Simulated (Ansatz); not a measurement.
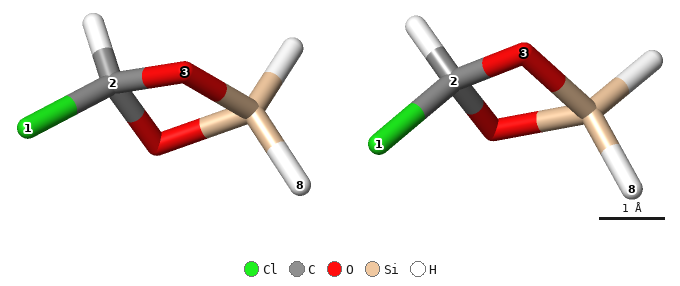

Two geometries of CH3ClO2Si (coarse preliminary run), drawn at one scale. One is the start of a relaxation, the other its converged end. Style: stick. Shown at a tilt.

Theory: RKS PBE-D4/def2-SVP (Ansatz). Set-up: force threshold 0.03 eV/Å; at most 200 steps.

Which of the two is the end point?

Answer. The right one is the relaxed one. The start comes from a force field. After 6 geometry steps the energy has fallen by 13.2 kcal/mol. The largest force component goes from 2.9 to 0.0058 eV/Å. The atom that moves furthest after the best rigid fit is an H atom (0.37 Å). Largest moves by element: H 0.37 Å, Cl 0.31 Å, O 0.31 Å, C 0.06 Å, Si 0.04 Å. Near-neighbour distances that change, for instance: C–Cl 1.725 → 1.820 Å, H–Si 1.431 → 1.496 Å, C–O 1.473 → 1.413 Å, O–Si 1.664 → 1.718 Å. Among the angles between lasting bonds that change: H–Si–H 121.7° → 111.4°, O–C–O 94.0° → 103.5°, O–Si–H 109.6° → 116.4°. Groups turn about C–O by about 20°, C–O by about 20°.
